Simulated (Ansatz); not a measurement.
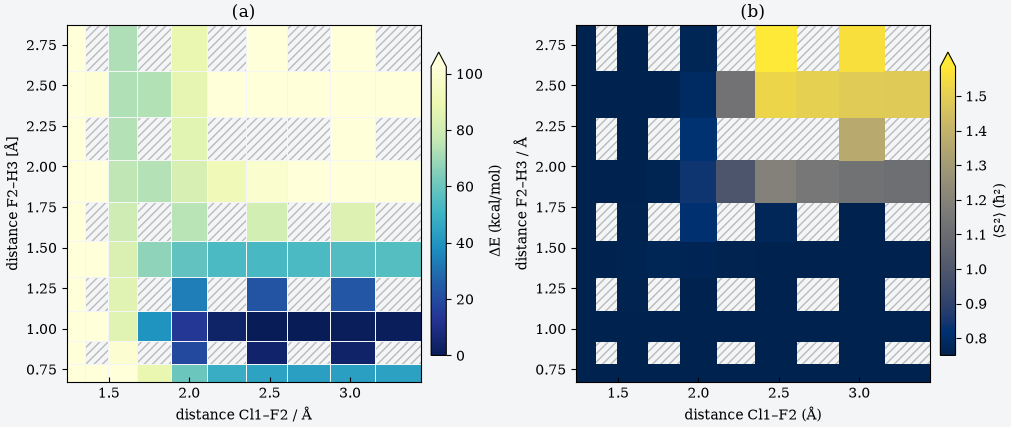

The system Cl + FH, spin multiplicity 2. The first coordinate is: distance Cl1–F2; the second: distance F2–H3. Nothing is relaxed (the angle Cl1–F2–H3 is fixed at 120 degrees). The grid has 10 × 10 points. At 26 points there is no value. Energies: kcal/mol, counted from the lowest grid point. In part of the range the unrestricted reference is strongly spin-contaminated. Theory: Ansatz, UKS PBE-D4/aug-cc-pVTZ.

Panel (a) is the energy and panel (b) the computed ⟨S²⟩ on the same grid.

Drawn: one coloured cell a grid point, one colour for all values above the top of the scale, hatched blanks where no value was computed.

Question: How does the ⟨S²⟩ vary over the map, and what is it at the lowest grid point?

Answer: Leaving out the highest fifth of the energies, it runs from 0.75 ħ² at distance Cl1–F2 = 1.411 Å, distance F2–H3 = 2.444 Å to 1.59 ħ² at distance Cl1–F2 = 2.477 Å, distance F2–H3 = 2.728 Å. At the lowest grid point, distance Cl1–F2 = 2.739 Å, distance F2–H3 = 1.011 Å, it is 0.75 ħ².
